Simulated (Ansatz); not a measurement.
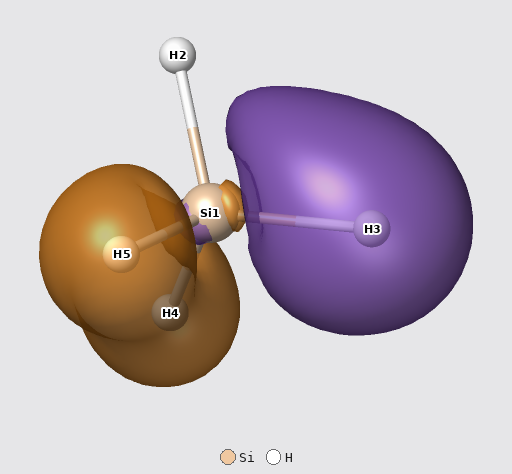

The picture shows: SiH$_{4}$. The HOMO at ±0.15 Å⁻³ᐟ² (orange and purple are the two phases), seen at a tilt.

All numbers below come from Ansatz, RKS B3LYP-D4/def2-SVP.

The calculation's input:

```
crystal:
  periodic: [false, false, false]
  atoms:
    - { symbol: Si, position_ang: [0.0, 0.0, 0.0] }
    - { symbol: H, position_ang: [0.0, 0.0, 1.46] }
    - { symbol: H, position_ang: [1.3768, 0.0, -0.4862] }
    - { symbol: H, position_ang: [-0.6877, 1.1914, -0.4862] }
    - { symbol: H, position_ang: [-0.6877, -1.1914, -0.4862] }
basis:
  gaussian: { orbitals: def2-SVP }
hamiltonian:
  xc: b3lyp
  dispersion: d4
relax:
  f_tol: 0.02
  max_steps: 40
output:
  orbitals: {}
```

Run with:

```sh
ansatz run input.yaml --threads 1 --pin off --max-ram 2048MiB --backend cpu --events-out ev --progress --plain --runs-dir out
```

The fields are those of the relaxed geometry.

Q: Where does this orbital lie, and at what energy?

A: Its weight (Hirshfeld) is mainly on Si1 (about 45 %), H3 (about 30 %), H4 (about 10 %) and H5 (about 10 %). It is one of a degenerate set, so its orientation is arbitrary. Its energy is −9.61 eV.
